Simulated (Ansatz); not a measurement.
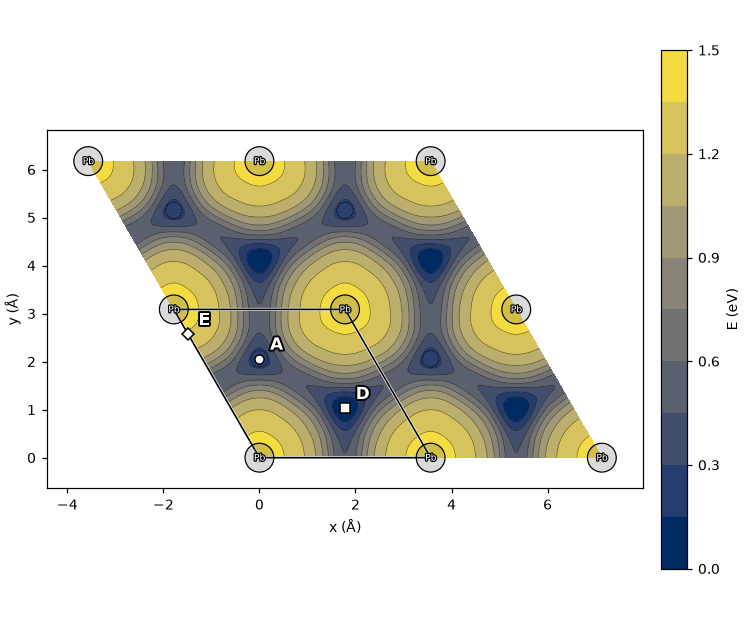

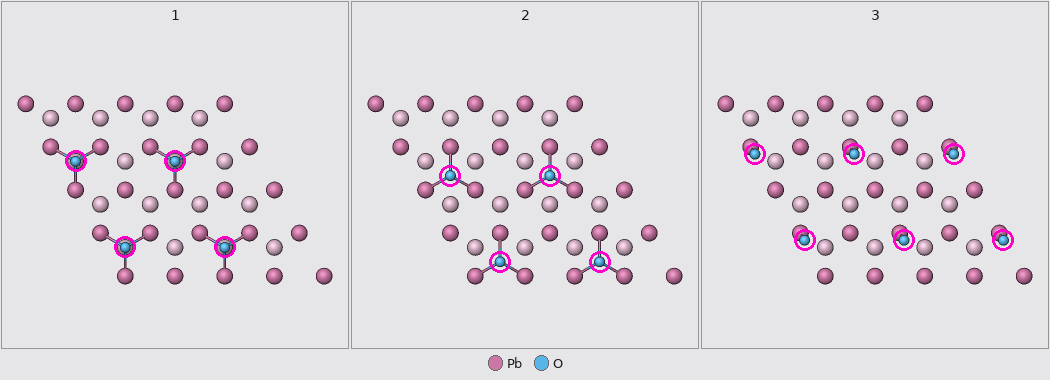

O on a Pb(111) slab cut from the Fm-3m phase, its upper half relaxed before the scan (8 atoms of substrate and one adsorbate in a 2 × 2 cell). O is moved over the surface cell; relaxed at each place: the height of the adsorbate's atoms; substrate rigid; the origin of the map has the adsorbate above Pb5. Places are given modulo a cell vector. The map is drawn in real space over the plane of the surface. Grid: 6 × 6 points; 10 points were computed and 26 follow by symmetry. Places are given in fractions of the 1 × 1 surface cell. All energies are given in eV relative to the lowest grid point. Computed with DFT PBE, scalar-relativistic, plane waves, PAW (Ansatz). Settings: cutoff 420 eV, k-mesh 6×6×1, gaussian smearing 0.1 eV, no spin polarisation.

Drawn: filled contours, labelled circles for the atoms of the top layer and small ones for the second layer, the outline of one cell of the 2 × 2 shown, lettered points. Between grid points the surface is interpolated. The numbered pictures are the structures at these points, in random order. Rings mark the moved atoms.

### Which structure belongs to which point?

A is structure 1: a threefold hollow over a second-layer Pb atom, (2/6, 4/6) of the cell vectors, 0.22 eV; D is structure 2: a threefold hollow, (4/6, 2/6) of the cell vectors, 0.00 eV; E is structure 3: (0/6, 5/6) of the cell vectors [nearest 1 Pb at 1.99 Å], 1.33 eV.
